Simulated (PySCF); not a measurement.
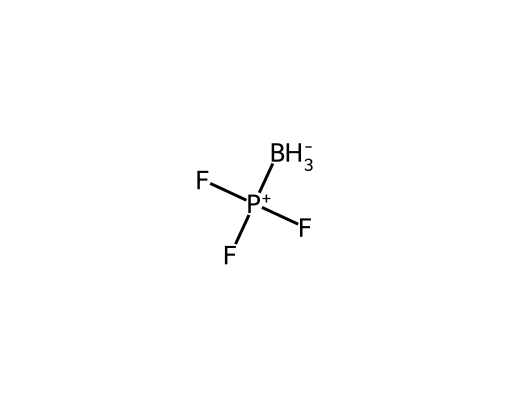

2D structure.

> Give its SMILES.

[BH3-][P+](F)(F)F

> What is the molecular formula?

BF3H3P.

> An optimisation with GFN2-xTB gave a structure of which point group?

C3v.

The parts below concern this one geometry. Atoms keep their numbers from picture to picture. Computed geometry: GFN2-xTB optimisation. No frequency run is at hand to confirm it as a minimum.

**Geometry**

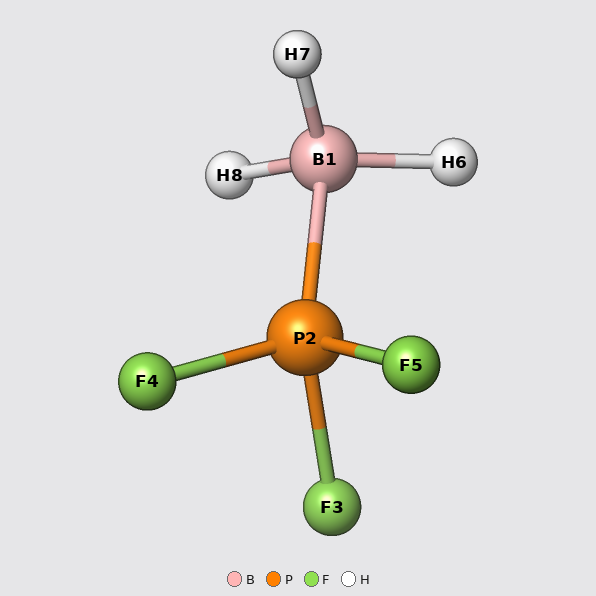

Numbered structure. No frequency run is at hand to confirm it as a minimum.

Give these bond angles: P2–B1–H6, H6–B1–H7, B1–P2–F3, F3–P2–F4.

```tsv
angle	degrees
P2–B1–H6	104.5
H6–B1–H7	113.8
B1–P2–F3	121.8
F3–P2–F4	94.7
```

**Bond orders**

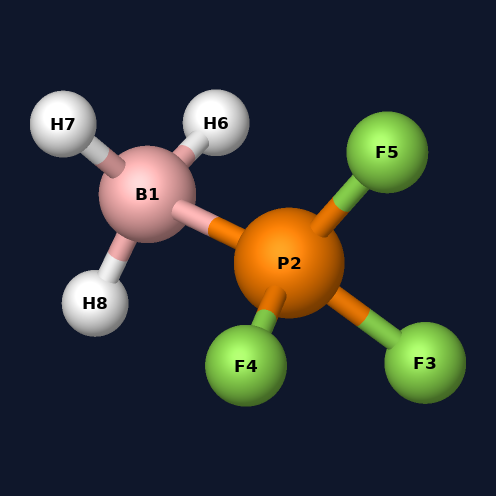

Every bond is drawn as one stick. No frequency run is at hand to confirm it as a minimum. Computed with PBE0/pcSseg-1 (PySCF 2.14.0).

List the Mayer bond orders of B1–P2, B1–H6, P2–F3 (one bond of each equivalent set).

| bond | Mayer order | length (Å) |
| --- | --- | --- |
| B1–P2 | 0.93 | 1.870 |
| B1–H6 | 0.91 | 1.181 |
| P2–F3 | 0.98 | 1.585 |

**Excitation**

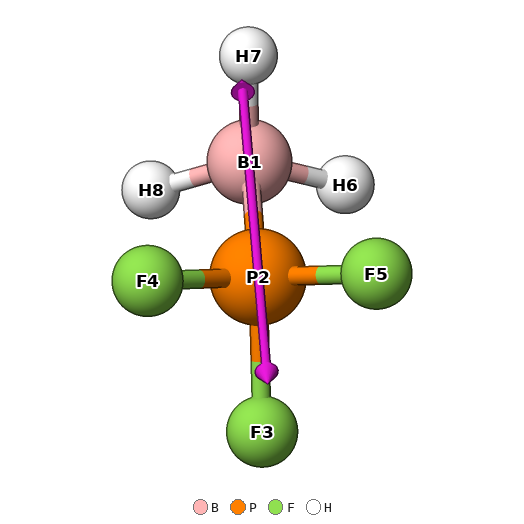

The double arrow shows the direction of the transition dipole to excited singlet state 4 (its length means nothing). No frequency run is at hand to confirm it as a minimum. Level of theory: TDDFT PBE0/def2-SVPD, vertical, gas phase, core orbitals frozen in the response (PySCF 2.14.0).

> How is the transition polarised?

Nearly parallel to the B1–P2 bond.

> Where does the transition lie, and how strong is it?

8.62 eV (144 nm), oscillator strength 0.23, of mixed character, with the largest part HOMO → LUMO (weight 0.29); transition dipole 2.65 D.

**Polarisability**

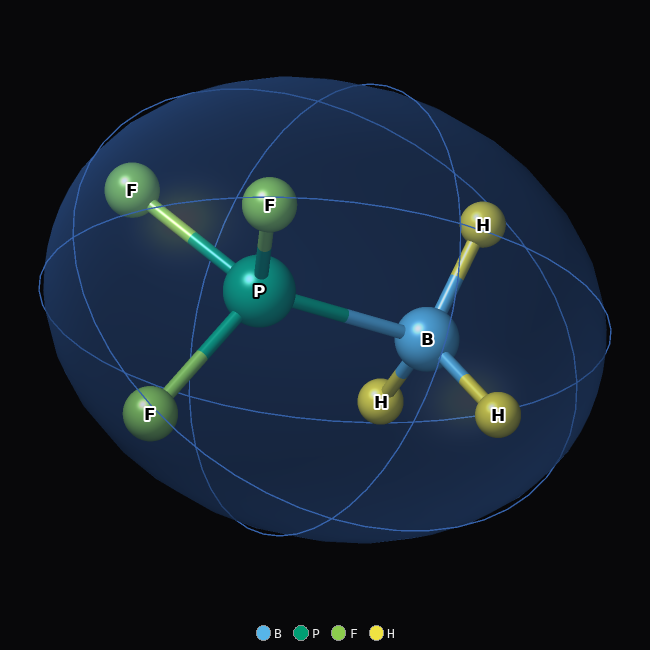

The ellipsoid shows the static dipole polarisability: its half-axes are proportional to the principal values. No frequency run is at hand to confirm it as a minimum. Method: PBE0/def2-SVPD (PySCF 2.14.0).

> Give the principal values, the mean and the anisotropy.

Principal values 39.4, 39.4, 52.6 bohr³; mean 43.8 bohr³ (6.48 Å³); anisotropy 13.2 bohr³, so the longest axis is 1.34 times the shortest.

**NMR shielding**

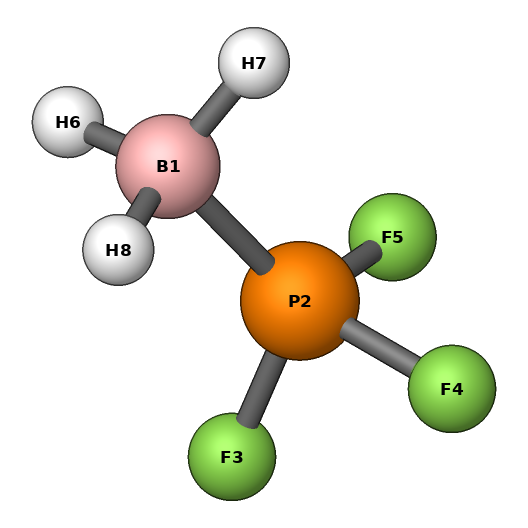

No frequency run is at hand to confirm it as a minimum. Method: GIAO PBE0/pcSseg-1 NMR shielding, non-relativistic, gas phase (PySCF 2.14.0). Principal shieldings σ11 ≤ σ22 ≤ σ33, span Ω = σ33 − σ11, skew κ = 3(σiso − σ22)/Ω.

Give the shielding tensors of the B atoms.

```
atom    σ11    σ22    σ33   σiso     Ω     κ
  B1  146.6  146.7  167.3  153.5  20.6  0.99
```

Shieldings and span in ppm.

The geometry is semi-empirical. Around B, P such bond lengths and angles can be off by a tenth of an ångström or more and by several degrees, and values that hang on the shape move with them.
